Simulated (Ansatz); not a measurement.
Method: PBE (plane waves to 420 eV, PAW; Ansatz, a program for electronic structure).

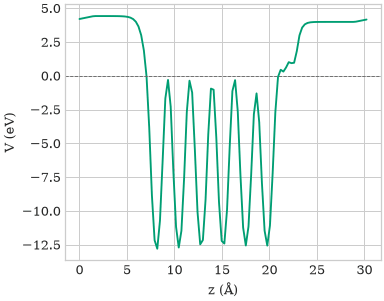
Figure: Planar average of the electrostatic potential across the slab, in eV from the Fermi level, for a constructed model of the (0001) surface of hcp Ti, p(2x2) layer of I, one a cell, on the site that continues the host's stacking (bottom of the slab: a bare face, its two planes held)

Slab: 25 atoms, 14.2 Å thick at the start; k 8x8x1, smearing 0.1 eV, dipole-corrected; 8 atoms held, the rest relaxed; held to the start's symmetry, so lower structures may exist; no spin, no spin-orbit, no U. It is one candidate, not shown to be the stable structure of the face.

The vacuum level lies 3.99 eV above the Fermi level over the top face and 4.42 eV above it under the bottom face.
